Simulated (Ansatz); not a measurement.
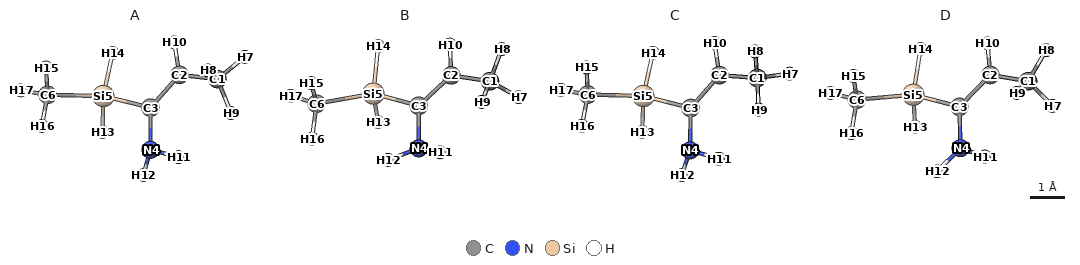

4 geometries from a converged minimum-energy path of C₄H₁₁NSi, shuffled. A ball-and-stick model, seen from a free direction.

Theory: RKS PBE/6-31G* (Ansatz 0.2.0). Set-up: 5 movable images; climbing image; force threshold 0.03 eV/Å; iteration limit 60; starting path through a guess of the saddle point.

Which frame is the transition state?

Answer. D. In order along the path, whose images run from 0 to 6: A (image 0, 0.00 kcal/mol), C (image 1, +0.38 kcal/mol), D (image 3, +1.86 kcal/mol), B (image 6, +0.45 kcal/mol). The motion is an umbrella inversion at N4. No bond forms or breaks between the ends. Among the angles between lasting bonds that change up to the highest image: C3–N4–H12 114.0° → 122.1°, H11–N4–H12 110.0° → 116.8°.

Cost: 6.6 min on 2 threads of Arm Neoverse V1 (shared host), peak memory 0.18 GiB.
